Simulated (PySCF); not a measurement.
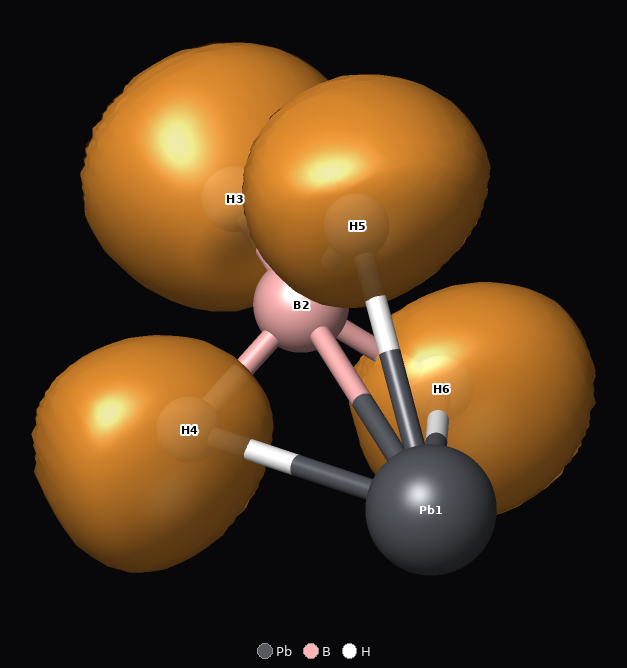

The picture shows: BH4Pb (charge +1). Isosurface of the electron localisation function at 0.9 (orange), seen at an oblique angle. Only the valence region is drawn (cores and ρ < 0.01 e/Å³ removed).

Core potentials replace the inner electrons of Pb.

All numbers below come from RKS TPSS, Pb def2-SVP with ECP60, B def2-SVP, H def2-SVP; non-relativistic Hamiltonian with scalar-relativistic core potentials where named; density fitting (PySCF 2.14.0).

Input

```
mol = gto.M(atom='''
Pb    -0.00000    -0.00000    -0.03403
B      0.00000     0.00000     2.30174
H      0.00000     0.00000     3.50306
H      1.18162     0.00004     1.80753
H     -0.59084     1.02329     1.80753
H     -0.59078    -1.02333     1.80753''',
    basis={'Pb': 'def2-SVP', 'B': 'def2-SVP', 'H': 'def2-SVP'},
    ecp={'Pb': 'def2-SVP'},
    charge=1, spin=0)
mf = dft.RKS(mol, xc='TPSS')
mf.grids.atom_grid = (75, 302)  # f atoms: at least (60, 302), unpruned
mf = mf.density_fit()  # Pb def2-universal-JKFIT, B def2-universal-JKFIT, H def2-universal-JKFIT
mf.conv_tol = 1e-09; mf.max_cycle = 55
mf.kernel(dm0)
```

Run with:

```sh
OMP_NUM_THREADS=2 python run.py
```

Q: Describe the localisation domains.

A: The ELF exceeds this value in four regions around hydrogen nuclei. Along the contacts the grid gives the following. B–Pb (2.34 Å): the ELF is about 0.20 at the midpoint. B–H (1.20 Å): the ELF climbs to about 1 towards the hydrogen, as it does in any bond to H: a covalent bond by its length.
